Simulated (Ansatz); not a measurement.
Take HfO2 in the fluorite structure (space group Fm-3m, No. 225; a = 5.044 Å) as the base.

Modification: an isotropic linear strain of −3.00 %, atoms relaxed at fixed cell.

Method: PBEsol (Ansatz, a first-principles code; PAW; 420 eV plane waves; spin-orbit coupling left out).

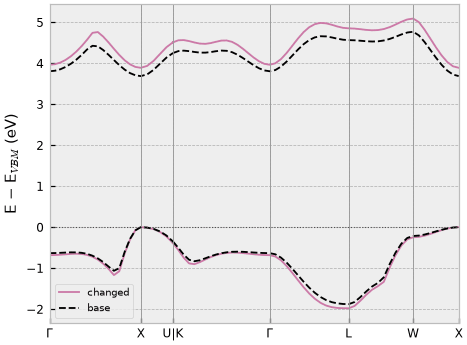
*Highest valence and lowest conduction band along the path, each from its own valence-band maximum*

Question: From the figure, how large is the changed gap, and is it direct?

Answer: About 3.9 eV, direct at X.

With Hf present, leaving out spin-orbit coupling can change the band edges. Whether these cells are dynamically stable was not tested. This is not the structure that HfO2 has at room temperature and ambient pressure.
